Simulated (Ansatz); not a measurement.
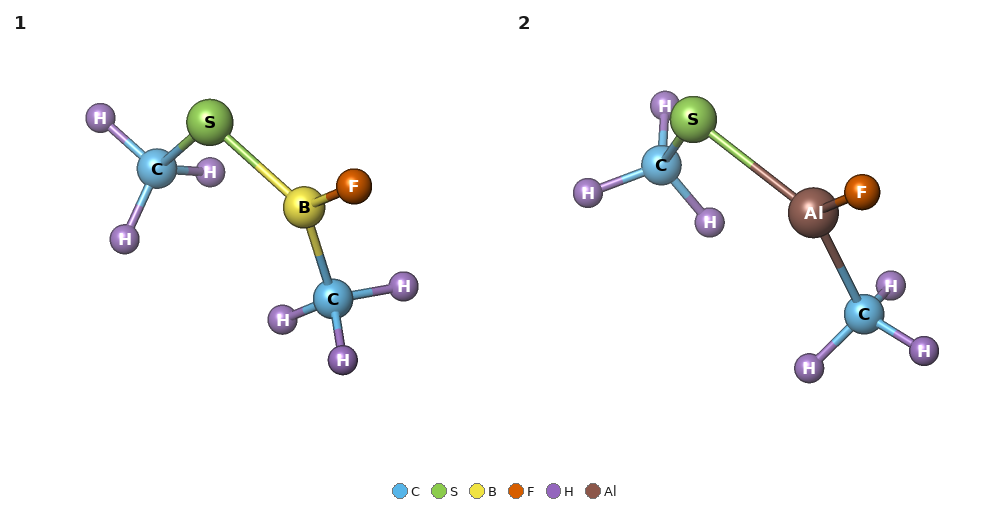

2 molecules with one skeleton, seen from the same side and at one scale. Each species is neutral and a spin singlet. Computed geometries: PBE0-D4/def2-TZVP optimisations, one conformation each. Properties computed with Ansatz 0.2.0.

One atom differs, called X below: B in panel 1, Al in panel 2. Their formulas are C2H6BFS (`CSB(C)F`), C2H6AlFS (`C[S][Al]([CH3])[F]`).

### In which is the dipole moment larger (ωB97M-V/def2-TZVPP)?

In panel 2 (X = Al).

### In which is the length of X–C larger (PBE0-D4/def2-TZVP)?

In panel 2 (X = Al).

Give the values. With PBE0-D4/def2-TZVP: length of X–C (Å), length of X–F (Å), length of X–S (Å), angle S–X–C (°). With ωB97M-V/def2-QZVPP: HOMO energy (Kohn–Sham orbital) (eV), HOMO–LUMO gap (eV). With ωB97M-V/def2-TZVPP: dipole moment (D).

| quantity | 1 (B) | 2 (Al) | 2 − 1 |
| --- | --- | --- | --- |
| length of X–C (Å) | 1.560 | 1.940 | +0.380 |
| length of X–F (Å) | 1.336 | 1.651 | +0.315 |
| length of X–S (Å) | 1.799 | 2.166 | +0.367 |
| angle S–X–C (°) | 127.5 | 124.9 | −2.6 |
| HOMO energy (Kohn–Sham orbital) (eV) | −9.62 | −9.41 | +0.21 |
| HOMO–LUMO gap (eV) | 11.10 | 10.17 | −0.93 |
| dipole moment (D) | 2.66 | 3.10 | +0.44 |
